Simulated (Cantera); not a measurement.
Feed: 1 mol N₂O, 0.051 mol H₂O, 0.96 mol O₂, at 0.0975 Torr.

These are equilibrium values from Cantera (NASA tables, ideal gas, pure condensed phases), not measurements of a reactor. Candidate condensed phases: H₂O; 24 gas species. Equilibrium is a limit: real reactors are often held back by kinetics, nucleation or transport.

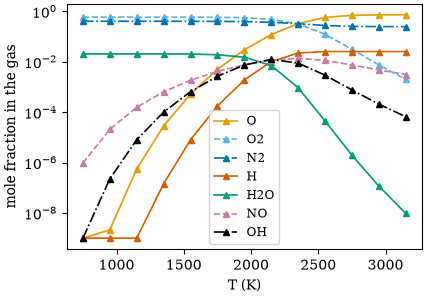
Figure: Equilibrium gas composition (values under 1e-9 drawn at 1e-9)

From 750 K to 3150 K nothing is condensed.
